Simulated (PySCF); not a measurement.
H6ClFO2Si3, SMILES O([SiH2]O[SiH2]Cl)[SiH2]F at its PBE0/def2-SVP optimised geometry (Å):

```
13

Si     1.8413     1.5208    -1.2938
F      3.3267     1.6551    -0.6655
O      0.8328     0.9218    -0.1446
Si     0.2479    -0.3673     0.7096
O     -1.1569    -0.8800     0.0000
Si    -2.8029    -0.8800     0.0000
Cl    -3.4978    -1.8069     1.7088
H      1.3800     2.8778    -1.6692
H      1.9335     0.5905    -2.4484
H      1.2189    -1.4900     0.6577
H     -0.0245     0.0879     2.0964
H     -3.2705    -1.6551    -1.1740
H     -3.3267     0.5110     0.0000
```

Calculation: PBE0/def2-TZVP (PySCF). Cells within 0.4 Å of a nucleus heavier than hydrogen are left out (blank, or x).

Map of the HOMO amplitude (bohr^(-3/2)) on the plane z = 0.6 Å; orbital energy -8.83 eV, overall sign arbitrary:

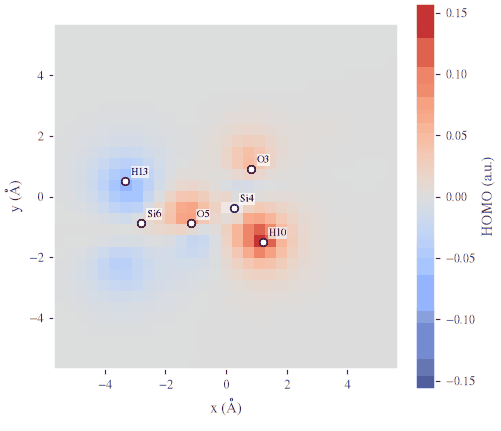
*HOMO amplitude (bohr^(-3/2)) on the plane z = 0.6 Å.*
